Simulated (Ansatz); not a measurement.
Starting cell, NiSi2 (fluorite type, space group Fm-3m):

```yaml
crystal:
  lattice:
    - [0.00000, 2.72225, 2.72225]
    - [2.72225, 0.00000, 2.72225]
    - [2.72225, 2.72225, 0.00000]
  atoms:
    - { symbol: Ni, position: [0.00000, 0.00000, 0.00000] }
    - { symbol: Si, position: [0.25000, 0.25000, 0.25000] }
    - { symbol: Si, position: [0.75000, 0.75000, 0.75000] }
```

Scan: atom 3 (Si, nearest neighbour Ni at 2.358 Å; its periodic images, 3.8 Å or more away, move with it) is displaced along Cartesian [111], direction (0.577, 0.577, 0.577) in Cartesian axes, by s. The other atoms stay.

These are PBE (plane waves to 420 eV, PAW, scalar-relativistic; Ansatz, a first-principles code) values and carry that method's errors. k mesh 12×12×12 (Γ-centred), Fermi-Dirac smearing 0.05 eV. E stands for the smeared free energy. With partly filled bands, energies and forces of such displacements shift with the k mesh and the smearing. NiSi2 is run without spin polarisation. NiSi2 was relaxed with its symmetry unable to fall. ΔE is measured from the undisplaced structure.

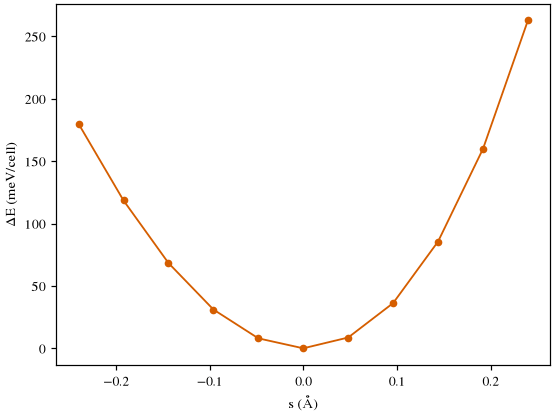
ΔE (meV/cell) against s (Å); one marker a computed point.

Is the energy the same for displacements of ±0.240 Å, and if not, which side lies higher?

Not even: the positive side lies higher at ±0.240 Å.

What is the energy change at s = 0.240 Å?

About 260 meV/cell.

(For displaced atoms, the force is minus the slope of the energy, and its curvature is a force constant, which sets phonon frequencies.)
